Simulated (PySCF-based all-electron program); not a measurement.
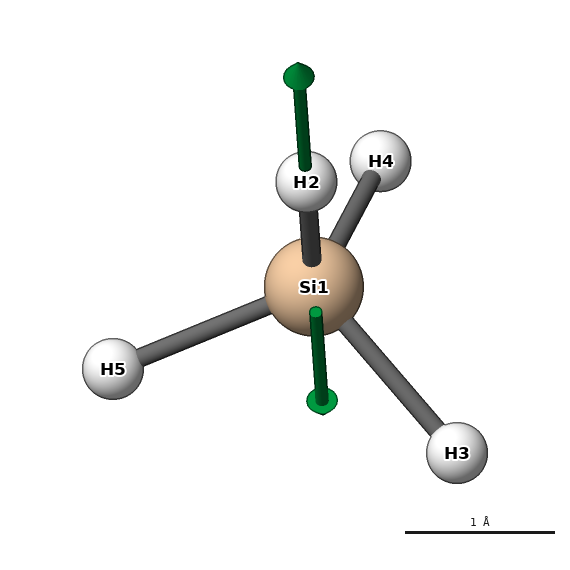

Arrows show the forces on the atoms, 0.2 Å of arrow for 1 eV/Å; forces under a tenth of the largest aren't drawn. Level of theory: HSE06, all-electron, scalar-relativistic (spin-free Dirac), large uncontracted Gaussian sets (PySCF-based all-electron program).

**Along which bond is the force strongest?**

Si1–H2, now 1.268 Å: the forces push its atoms apart, so a first step downhill lengthens it.

List the force components in the frame of the picture (x right, y up, z towards the viewer), in eV/Å.

| atom | Fx | Fy | Fz |
| --- | --- | --- | --- |
| Si1 | 0.25 | −3.50 | −5.22 |
| H2 | −0.25 | 3.52 | 5.24 |
| H3 | −0.09 | 0.08 | −0.07 |
| H4 | −0.04 | −0.12 | 0.07 |
| H5 | 0.14 | 0.02 | −0.02 |
